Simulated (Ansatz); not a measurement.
# Ni(111) film of 2 layers: electron–phonon coupling and resistivity, part 4 of 4

How good a conductor is Ni(111) film of 2 layers when only phonons scatter, and how much computing does the answer need?

Ansatz 0.2.0; DFT PBE, scalar-relativistic, plane waves, PAW.

So far, log mean phonon energy ħω_log, spin up (meV): step 5 (resistivity: q 2×2×1, k 8×8×1, scattering 12×12×1) 11.9; step 6 (k-mesh 12×12×1, scattering mesh 18×18×1, q mesh 3×3×1) 12.2. Also resistivity at 300 K (μΩ cm): step 5 12.3; step 6 14.2.

### 7. Electron–phonon run: q 3×3×1, k 12×12×1, scattering 24×24×1

The next rung changes the scattering mesh, which samples the Fermi surface.

input.yaml

```yaml
crystal:
  lattice:
    - [2.425417036, 0.0, 0.0]
    - [-1.212708518, 2.1004727679, 0.0]
    - [0.0, 0.0, 27.8645450283]
  atoms:
    - { symbol: Ni, position: [0.0, 0.0, 0.197748515], spin: 0.84 }
    - { symbol: Ni, position: [0.3333333333, 0.6666666667, 0.269952285], spin: 0.84 }
  periodic: [true, true, false]
kpoints:
  mp_grid: { grid: [12, 12, 1] }
hamiltonian:
  xc: pbe
scf:
  occupations: { method: gaussian, width: 0.15 }
output:
  eigenvalues: true
  populations: true
magnetization:
  spin_polarized: true
phonons:
  method: dfpt
  qmesh: [3, 3, 1]
  temperatures: { t_max: 1000, t_step: 50 }
  qpath:
    path:
      - [0.0, 0.0, 0.0]
      - [0.5, 0.0, 0.0]
      - [0.33333333, 0.33333333, 0.0]
      - [0.0, 0.0, 0.0]
    npoints: 10
  electrical_resistivity:
    mesh: [24, 24, 1]
    temperatures: [20.0, 50.0, 77.0, 100.0, 150.0, 200.0, 300.0, 400.0, 600.0, 800.0]
```

The run is started by

```
ansatz run input.yaml --threads 4 --pin off --max-ram 16384MiB --backend cpu --events-out ev --progress --plain --runs-dir out
```

Numbers of over 12 decimals in the logs are rounded to 6 here.

Log:

```text
[...]
Crystal: 2 atoms, lattice volume = 141.957 Å³
Basis set: ecut = 420 eV, 2691 PW (Γ), exchange–correlation on 36×36×384 points (8 copies of the dense FFT grid, shifted against one another)
Bands: 23, of which v1, the nominal top of the filled ones, is band 18 counted from 1 (17 counted from 0)
Symmetry: 12 space group operations
[...]
k-points: 19 of 144
[...]
Starting moments: Σ|m| = 1.68 μB on 2 of 2 sites
[...]
SCF 1 converged in 12 iterations: F = -11678.209457 eV  dr2 = 2.75e-9
[...]
k-points: 19 of 144 (irreducible under 6 space group operations, time reversal used)
[...]
SCF iter  11: F=-11678.209457 eV  HF=-11678.209457 eV  |F-HF|=5.64e-11  |Δ(HF+E_count)|=  3.82e-11  Δρ=1.92e-8 (↑1.92e-8 ↓1.82e-8)  dr2=9.19e-13  dr2_m=1.46e-15  M=1.275 μB ∫|m|=1.482 μB  ethr=1.00e-12  ⟨swp⟩=9.2  Hψ=5935  notcnv=0
SCF 2 converged in 11 iterations: F = -11678.209457 eV  dr2 = 9.19e-13
[...]
SCF iter  11: F=-11678.209457 eV  HF=-11678.209457 eV  |F-HF|=1.64e-11  |Δ(HF+E_count)|=  3.82e-11  Δρ=1.90e-8 (↑1.90e-8 ↓1.80e-8)  dr2=8.99e-13  dr2_m=1.41e-15  M=1.275 μB ∫|m|=1.482 μB  ethr=1.00e-12  ⟨swp⟩=2.6  Hψ=2772  notcnv=0
SCF 3 converged in 11 iterations: F = -11678.209457 eV  dr2 = 8.99e-13
[...]
SCF converged after 11 iterations
Magnetization: 1.2755 μB (18.6377 up, 17.3623 down)
Absolute magnetization: 1.4833 μB (∫|ρ↑−ρ↓|, with the PAW one-centre terms)
[...]
Per-site moments (μB) at R_I (Å): [(0.679959, 1.000485), (0.679959, 1.000485)]
Free energy (F): -11678.209457 eV
[...]
Internal energy: -11678.161374 eV  (E = F + TS)
E sigma→0 (E₀):  -11678.185415 eV
Entropy (-TS):   -0.048084 eV (-24.042 meV/atom)
Fermi energy:    -5.068667 eV
[...]
--- Band table (eV; the first three rows and the last of 38) ---
  k-point 0 ↑: bands = [... 14 lower, -7.2915, -6.6959, -6.1184, -6.1184, -5.6910, -5.6910, -4.7918, -0.4030, ... 1 higher]
  k-point 1 ↑: bands = [... 14 lower, -7.1939, -6.7834, -6.1747, -6.1575, -5.9091, -5.6871, -4.0949, -0.1823, ... 1 higher]
  k-point 2 ↑: bands = [... 14 lower, -6.9678, -6.9186, -6.5695, -6.2340, -5.6864, -5.4791, -2.8810, 0.4788, ... 1 higher]
  k-point 18 ↓: bands = [... 14 lower, -6.7586, -5.6536, -5.0770, -5.0770, 1.0487, 1.4264, 1.4264, 4.0128, ... 1 higher]
[...]
ASR residual: 4.442e-5 → 0.000e0 eV/Å²; symmetrization residual: 1.049e-7 eV/Å²
[...]
ASR residual per site (eV/Å²): 4.44e-5 4.44e-5
  Γ frequencies (cm⁻¹): 0.00 0.00 0.00 99.48 99.48 236.80
--- Phonons (arbitrary-q DFPT): 3 irreducible q on the 3×3×1 mesh ---
[...]
interpolated dispersion: 31 rows × 6 modes
[...]
--- Electrical resistivity: potentials and phonons of a 3×3×1 supercell ---
[...]
at the Fermi level of each mesh (of a tensor half of its trace):
[...]
24×24×1     up              0.3706              2.1312    0.0860    0.0648          12.364
        24×24×1   down              2.7750              1.7525    0.4668    0.5101          17.435
        12×12×1     up              0.3880              2.2501    0.0932    0.0725          12.459
        12×12×1   down              2.4109              1.7437    0.3590    0.4074          18.215
          6×6×1     up              0.3111              2.0938    0.0523    0.0546          16.615
          6×6×1   down              2.6784              1.6511    0.3984    0.4628          20.450
  resistivity on the deck's mesh, µΩ·cm:
[...]
20.00     2.4343e-2              no     2.4343e-2     2.4343e-2      0.0000e0       6.9057e-2         1.0428e-1
     50.00     5.7159e-1              no     5.7159e-1     5.7159e-1      0.0000e0       9.2247e-1          1.3246e0
     77.00      1.6446e0              no      1.6446e0      1.6446e0      0.0000e0        2.2525e0          3.0843e0
    100.00      2.7938e0              no      2.7938e0      2.7938e0      0.0000e0        3.5554e0          4.7871e0
    150.00      5.4853e0              no      5.4853e0      5.4853e0      0.0000e0        6.4821e0          8.6074e0
    200.00      8.1345e0              no      8.1345e0      8.1345e0      0.0000e0        9.3621e0          1.2349e1
    300.00      1.3224e1              no      1.3224e1      1.3224e1      0.0000e0        1.4974e1          1.9618e1
    400.00      1.8205e1              no      1.8205e1      1.8205e1      0.0000e0        2.0516e1          2.6791e1
    600.00      2.8168e1              no      2.8168e1      2.8168e1      0.0000e0        3.1645e1          4.1151e1
    800.00      3.8259e1              no      3.8259e1      3.8259e1      0.0000e0        4.3081e1          5.5618e1
  sheet resistance at 20 K: 0.08736 Ω
[...]
sheet resistance at 50 K: 2.051 Ω
[...]
sheet resistance at 77 K: 5.902 Ω
[...]
sheet resistance at 100 K: 10.03 Ω
[...]
sheet resistance at 150 K: 19.69 Ω
[...]
sheet resistance at 200 K: 29.19 Ω
[...]
sheet resistance at 300 K: 47.46 Ω
[...]
sheet resistance at 400 K: 65.33 Ω
[...]
sheet resistance at 600 K: 101.1 Ω
[...]
sheet resistance at 800 K: 137.3 Ω
[...]
vibrations of 9 cells: unjudged by the run; compare a larger repeat
[...]
--- Löwdin populations: 2 sites ---
  site symbol       q [e]    m [muB]
     0     Ni     17.7922     0.6722
     1     Ni     17.7922     0.6722
  spilling = 0.011546 (of n_electrons = 36.000000)
```

Elapsed: 5.2 min, on 4 threads of Arm Neoverse V1, shared host; peak memory 1.6 GiB.

Numbers from this step:

- sheet resistance 300K: 47.46 Ω/square, mean in the plane
- resistivity at 300 K: 13.22 μΩ cm, mean of the axes, of the whole cell with its vacuum
- coupling λ by branch: 0.162, 0.057, 0.0609, 0.0618, 0.0502, 0.03 (branches by rank of frequency)
- coupling constant λ, spin up: 0.08597
- coupling constant λ, spin down: 0.4668
- log mean phonon energy ħω_log, spin up: 12.36 meV
- log mean phonon energy ħω_log, spin down: 17.44 meV
- density of states at the Fermi level, spin up: 0.3706 states/eV a spin and cell
- density of states at the Fermi level, spin down: 2.775 states/eV a spin and cell
- transport coupling constant λ_tr, spin up: 0.06477, 0.06477, 0 (xx, yy, zz)
- transport coupling constant λ_tr, spin down: 0.5101, 0.5101, 0 (xx, yy, zz)
- Drude plasma energy, spin up: 2.131, 2.131, 0 eV (xx, yy, zz)
- Drude plasma energy, spin down: 1.753, 1.753, 0 eV (xx, yy, zz)

Solved on the 3×3×1 mesh alone; all other wavevectors are interpolated. Phonon branches along the path, in cm⁻¹:

| point | branch 1 | branch 2 | branch 3 | branch 4 | branch 5 | branch 6 |
| --- | --- | --- | --- | --- | --- | --- |
| Γ | 0 | 0 | 0 | 100 | 100 | 237 |
| M | 115 | 158 | 178 | 191 | 286 | 297 |
| K | 153 | 153 | 234 | 244 | 244 | 251 |
| Γ | 0 | 0 | 0 | 100 | 100 | 237 |

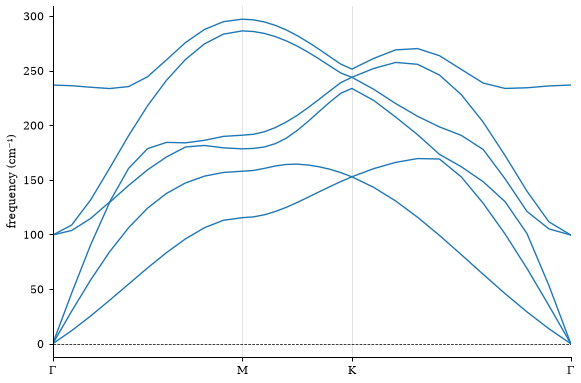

Phonon branches along the path.

One curve a spin channel. Eliashberg function α²F against phonon energy:

| phonon energy (meV) | α²F up | α²F tr up | α²F down | α²F tr down |
| --- | --- | --- | --- | --- |
| 5 | 0.0155 | 0.00383 | 0.00536 | 0.00408 |
| 10 | 0.0162 | 0.0102 | 0.0448 | 0.0380 |
| 15 | 0.0129 | 0.0144 | 0.249 | 0.256 |
| 20 | 0.0339 | 0.0389 | 0.283 | 0.402 |
| 25 | 0.0143 | 0.0227 | 0.122 | 0.180 |
| 30 | 0.00877 | 0.0107 | 0.0948 | 0.0755 |
| 35 | 0.0273 | 0.0280 | 0.129 | 0.191 |

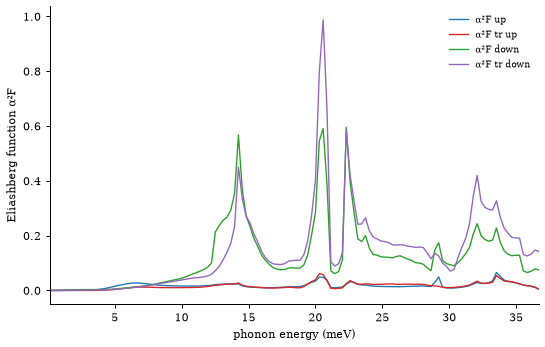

Eliashberg function α²F, plotted against phonon energy.

Of the whole cell with its vacuum, so only the sheet resistance is a property of the layer; the means are those of the plane. Resistivity, by row:

| T (K) | ρ_xx (μΩ cm) | ρ_yy | ρ_zz | ρ by Ziman's lowest order, mean | ρ by relaxation times, mean | within 2 % of the coarser mesh |
| --- | --- | --- | --- | --- | --- | --- |
| 20 | 0.02434 | 0.02434 | - | 0.06906 | 0.1043 | no |
| 50 | 0.5716 | 0.5716 | - | 0.9225 | 1.325 | no |
| 77 | 1.645 | 1.645 | - | 2.253 | 3.084 | no |
| 100 | 2.794 | 2.794 | - | 3.555 | 4.787 | no |
| 150 | 5.485 | 5.485 | - | 6.482 | 8.607 | no |
| 200 | 8.134 | 8.134 | - | 9.362 | 12.35 | no |
| 300 | 13.22 | 13.22 | - | 14.97 | 19.62 | no |
| 400 | 18.21 | 18.21 | - | 20.52 | 26.79 | no |
| 600 | 28.17 | 28.17 | - | 31.65 | 41.15 | no |
| 800 | 38.26 | 38.26 | - | 43.08 | 55.62 | no |

The cell's resistivity over its height. Sheet resistance, along x against temperature:

| temperature (K) | sheet resistance, along x (Ω/square) |
| --- | --- |
| 20 | 0.0874 |
| 50 | 2.05 |
| 77 | 5.90 |
| 100 | 10.0 |
| 150 | 19.7 |
| 200 | 29.2 |
| 300 | 47.5 |
| 400 | 65.3 |
| 600 | 101 |
| 800 | 137 |

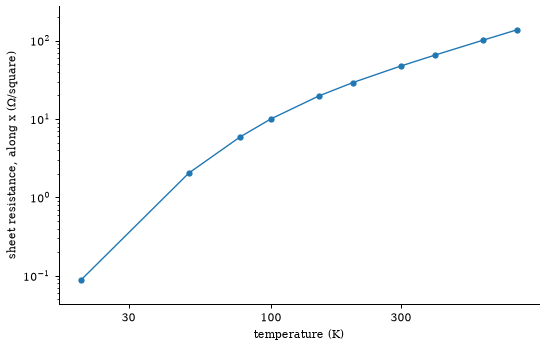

Sheet resistance, along x against temperature.

Some points of the scattering mesh along the symmetry lines, up to three branches each (those of largest λ), at most 39 rows; the frequencies are those of the scattering step, which can differ from the solved and plainly interpolated ones; single rows converge slowly. Mode couplings:

| q1 | q2 | q3 | branch | ħω (meV) | λ_q | half width (meV) |
| --- | --- | --- | --- | --- | --- | --- |
| 0.125 | 0 | 0 | 1 | 4.03 | 0.042 | 0.00337 |
| 0.125 | 0 | 0 | 4 | 15.1 | 0.0864 | 0.0973 |
| 0.125 | 0 | 0 | 5 | 18.08 | 0.0366 | 0.0592 |
| 0.2083 | 0 | 0 | 1 | 7.08 | 0.14 | 0.0347 |
| 0.2083 | 0 | 0 | 3 | 18.28 | 0.0455 | 0.0752 |
| 0.2083 | 0 | 0 | 5 | 24.21 | 0.0363 | 0.105 |
| 0.3333 | 0 | 0 | 1 | 11.41 | 0.327 | 0.21 |
| 0.3333 | 0 | 0 | 2 | 17.91 | 0.0422 | 0.0668 |
| 0.3333 | 0 | 0 | 5 | 31.54 | 0.0681 | 0.335 |
| 0.4583 | 0 | 0 | 1 | 14.1 | 0.522 | 0.513 |
| 0.4583 | 0 | 0 | 3 | 22.2 | 0.197 | 0.479 |
| 0.4583 | 0 | 0 | 5 | 35.25 | 0.0504 | 0.309 |
| 0.4583 | 0.0833 | 0 | 1 | 14.8 | 0.425 | 0.46 |
| 0.4583 | 0.0833 | 0 | 3 | 22.49 | 0.077 | 0.192 |
| 0.4583 | 0.0833 | 0 | 4 | 24.27 | 0.042 | 0.122 |
| 0.3333 | 0.3333 | 0 | 4 | 30.24 | 0.0716 | 0.324 |
| 0.3333 | 0.3333 | 0 | 5 | 30.24 | 0.0716 | 0.324 |
| 0.3333 | 0.3333 | 0 | 6 | 31.17 | 0.141 | 0.678 |
| 0.2083 | 0.2083 | 0 | 1 | 12.83 | 0.0697 | 0.0567 |
| 0.2083 | 0.2083 | 0 | 2 | 21.04 | 0.0415 | 0.0908 |
| 0.2083 | 0.2083 | 0 | 4 | 24.88 | 0.0588 | 0.18 |
| 0.125 | 0.125 | 0 | 1 | 7.31 | 0.0605 | 0.016 |
| 0.125 | 0.125 | 0 | 3 | 17.88 | 0.128 | 0.203 |
| 0.125 | 0.125 | 0 | 6 | 29.33 | 0.0738 | 0.314 |

Largest shares of lambda; single rows converge slowly. Strongest modes:

| q1 | q2 | q3 | star | branch | ħω (meV) | λ_q | half width (meV) |
| --- | --- | --- | --- | --- | --- | --- | --- |
| 0.04167 | 0.4583 | 0 | 12 | 1 | 14.38 | 0.4255 | 0.435 |
| 0.04167 | 0.4167 | 0 | 12 | 1 | 13.97 | 0.4161 | 0.4011 |
| 0.04167 | 0.375 | 0 | 12 | 1 | 13.19 | 0.3199 | 0.2749 |
| 0.08333 | 0.4167 | 0 | 12 | 1 | 14.58 | 0.303 | 0.3182 |
| 0.125 | 0.4167 | 0 | 12 | 1 | 15.29 | 0.3002 | 0.3468 |
| 0.04167 | 0.3333 | 0 | 12 | 1 | 12.12 | 0.2958 | 0.2149 |
| 0 | 0.04167 | 0 | 6 | 4 | 12.7 | 0.5788 | 0.4611 |
| 0.04167 | 0.2917 | 0 | 12 | 1 | 10.85 | 0.2779 | 0.1617 |

300 K. The cumulative share of the conductivity, along x by mean free path:

| mean free path (nm) | cumulative share of the conductivity, along x |
| --- | --- |
| 0.891 | 0.00265 |
| 1.41 | 0.00908 |
| 2.51 | 0.0247 |
| 3.98 | 0.0576 |
| 6.31 | 0.0779 |
| 11.2 | 0.0788 |
| 17.8 | 0.0788 |
| 28.2 | 0.0789 |
| 50.1 | 0.440 |
| 79.4 | 0.998 |

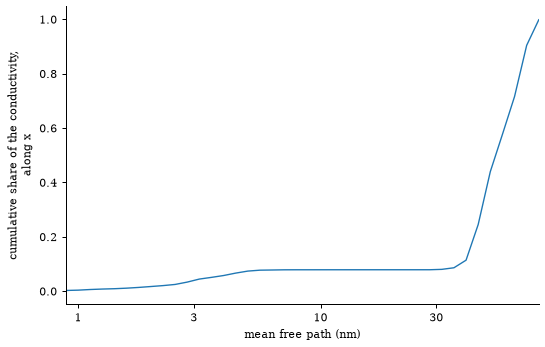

Cumulative share of the conductivity, along x, plotted against mean free path.

Resistivity by mesh:

| mesh | T (K) | mean rho (μΩ cm) |
| --- | --- | --- |
| 24x24x1 | 20 | 0.02434 |
| 24x24x1 | 300 | 13.22 |
| 24x24x1 | 800 | 38.26 |
| 12x12x1 | 20 | 0.02335 |
| 12x12x1 | 300 | 12.82 |
| 12x12x1 | 800 | 37.05 |
| 6x6x1 | 20 | 0.01217 |
| 6x6x1 | 300 | 12.76 |
| 6x6x1 | 800 | 37.95 |

Harmonic. Thermo, by row:

| T (K) | F_vib (meV/atom) | S (J/mol-atom/K) | C_V (J/mol-atom/K) |
| --- | --- | --- | --- |
| 0 | 34.05 | 0 | 0 |
| 50 | 33.63 | 2.582 | 5.481 |
| 100 | 30.6 | 9.387 | 14.49 |
| 150 | 23.92 | 16.26 | 19.12 |
| 200 | 13.93 | 22.1 | 21.35 |
| 250 | 1.17 | 27.01 | 22.54 |
| 300 | -13.93 | 31.18 | 23.23 |
| 350 | -31.05 | 34.8 | 23.66 |
| 400 | -49.92 | 37.98 | 23.95 |
| 450 | -70.35 | 40.81 | 24.15 |
| 500 | -92.17 | 43.36 | 24.29 |
| 550 | -115.2 | 45.68 | 24.4 |
| 600 | -139.5 | 47.81 | 24.48 |
| 650 | -164.8 | 49.77 | 24.55 |
| 700 | -191 | 51.59 | 24.6 |
| 750 | -218.2 | 53.29 | 24.64 |
| 800 | -246.2 | 54.88 | 24.68 |
| 850 | -275.1 | 56.38 | 24.71 |
| 900 | -304.7 | 57.79 | 24.73 |
| 950 | -335 | 59.13 | 24.75 |
| 1000 | -365.9 | 60.4 | 24.77 |

No LO-TO term; unit eigenvectors of the mass-weighted matrix. Modes at Γ:

| mode | frequency (cm⁻¹) | symmetry |
| --- | --- | --- |
| 1 | 0.0 | unnamed |
| 2 | 0.0 | unnamed |
| 3 | 0.0 | unnamed |
| 4 | 99.5 | Eg |
| 5 | 99.5 | Eg |
| 6 | 236.8 | A1g |

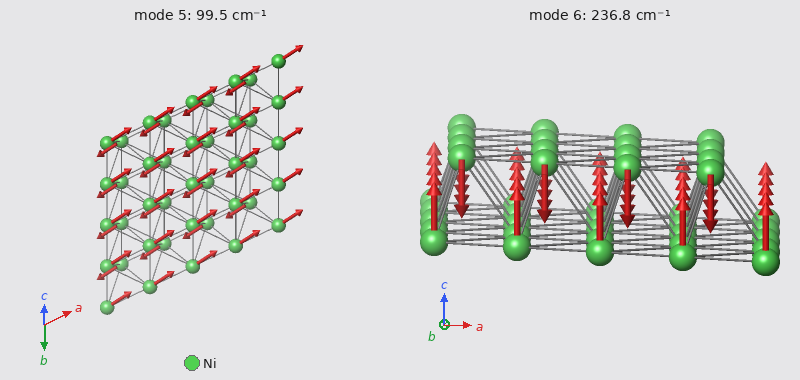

Displacement patterns of modes 5 and 6 at Γ; arrows are exaggerated. 4×4×1 cells are drawn. Some periodic images of atoms are drawn too.

Some states were left unconverged by the eigensolver. By its own test the run is not converged in the mesh. λ = 0.422 and 47.5 Ω per square at 300 K, against 0.401 and 51.0 in the run with q 3×3×1, k 12×12×1, scattering 18×18×1 (+5.2 % and -6.9 %). By the run's own test λ of one spin channel moves by 23 % between its two finest scattering meshes.

### 8. Summary of results

```json
{"run": "PBE, q 3×3×1, k 12×12×1, scattering 24×24×1", "coupling constant λ": "spin up: 0.0860; spin down: 0.467", "log mean phonon energy ħω_log": "spin up: 12.4 meV; spin down: 17.4 meV", "states at the Fermi level": "spin up: 0.371 states/eV/spin/cell; spin down: 2.77 states/eV/spin/cell", "sheet resistance at 300 K": "47.5 Ω per square", "change between its two finest scattering meshes": "λ 23 %, resistivity at 300 K 3 %", "time of that run": "5.2 min"}
```

**Reading.** On the last rung that gave a resistivity at the base settings (q 3×3×1, k 12×12×1, scattering 24×24×1), Ni(111) film of 2 layers has λ = 0.42 and a phonon-limited sheet resistance of 47.5 Ω per square at 300 K. The coupling is moderate (λ = 0.42), so phonons raise the electrons' mass at the Fermi surface by about 42 % in the mean of the spin channels, weighted by their densities of states, if this value holds on finer meshes. By the run's own test λ moves by 23 % between the two scattering meshes. Values of ρ(T) under 50 K rest on the softest modes, mostly interpolated ones, and are the least sure of the table. The three lowest branches give 66 % of λ. By the run's own test, which takes the component that moves most, the resistivity at 300 K moves by 3 % between its two finest scattering meshes; this does not test the q and k meshes. In the run quoted no mode is imaginary at the wavevectors of the 3×3×1 mesh; wavevectors off that mesh are interpolated. Only scattering by harmonic phonons counts; impurities, grain boundaries, magnons and spin disorder and thermal expansion are left out. The magnetic order is the one started from and need not be the ground state. The resistivity belongs to the whole cell, vacuum included; the sheet resistance is the quantity that does not depend on the vacuum. The c of the given cell is the typed one; the program laid its own vacuum and ran the layer in a cell 27.9 Å high. The structure was built by hand as an ordered model, and its stability against other phases was not tested.

[Logs are printed without paths, hosts, clocks, repeated set-up lines and the standing remarks that a program may print on its own settings, such as how far it seeks lower states.]

[Hosts, paths, dates, database ids (printed as entryN), source tags and the programs' standing remarks are cut or masked in the printed files.]
